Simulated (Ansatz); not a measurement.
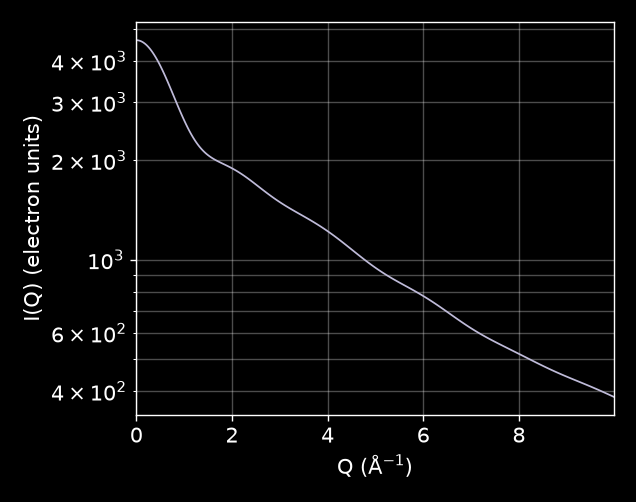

Elastic X-ray scattering of a randomly oriented, rigid molecule, calculated with the Debye equation from neutral-atom form factors (independent atoms, no Compton part, no vibration). The geometry is the end point of an optimisation (RKS PBE-D4/def2-SVP (Ansatz 0.2.0)); it may be a saddle point or a higher isomer. It contains C, B, Sb, H.

**How many electrons does the independent-atom model of the molecule hold?**

I(0) is the square of the electron number: I(0) = 4620, so about 68 electrons, the count of CH6BSb.

**What radius of gyration does the initial fall-off give?**

From I(Q) ≈ I(0) exp(−Q²R²/3) at small Q, R ≈ 1.51 Å. It is larger than the electron-weighted radius of the nuclear positions alone (1.36 Å), because each atom's electron cloud adds to it.
